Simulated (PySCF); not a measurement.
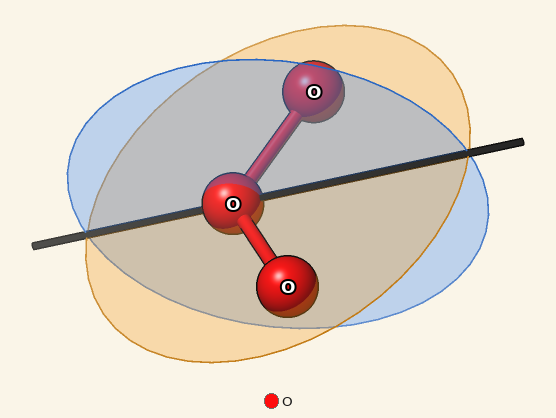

All proper rotation axes (lines) and mirror planes (discs) of the structure are drawn in. Depth is shown by fading: the farther an atom, the more it takes the colour of the background. Computed geometry: PBE0-D3(BJ)/def2-SVP optimisation. No frequency run is at hand to confirm it as a minimum.

Question: What is the order of each axis, and which point group results?

Answer: It has 1 C2 axis and 2 mirror planes. Point group C2v. The group has 4 operations. The geometry is achiral, and symmetry allows a dipole moment.
